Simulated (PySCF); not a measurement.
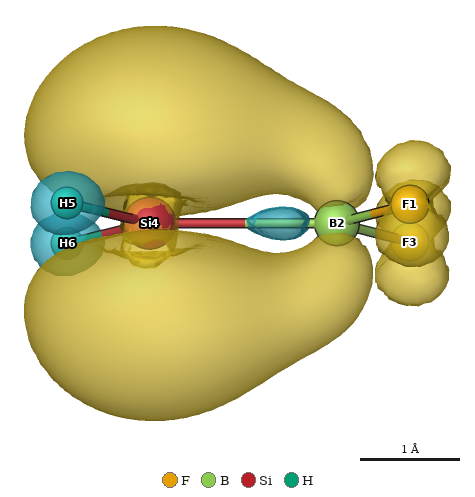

*BF2H2Si (doublet). Isosurfaces of the spin density at +0.015 (yellow) and −0.015 e/Å³ (cyan), seen from one side.*

Geometry: GFN2-xTB.

These are results of UKS B3LYP, pcH-1 on B F H Si, non-relativistic, mean-field spin-orbit, GIAO (PySCF), not measurements.

```yaml
atoms:
  - { symbol: F, position_ang: [-1.8117, -0.8549, 0.4413] }
  - { symbol: B, position_ang: [-0.9695, -0.0069, -0.1607] }
  - { symbol: F, position_ang: [-1.5908, 0.8299, -1.0001] }
  - { symbol: Si, position_ang: [0.9068, 0.0077, 0.1439] }
  - { symbol: H, position_ang: [1.6159, -0.8899, 1.0488] }
  - { symbol: H, position_ang: [1.8524, 0.9161, -0.4947] }
```

> Where is the unpaired spin?

The unpaired spin (1 electron) lies mostly on Si4 (about 0.8) and B2 (about 0.2), in electrons by Hirshfeld's partition.
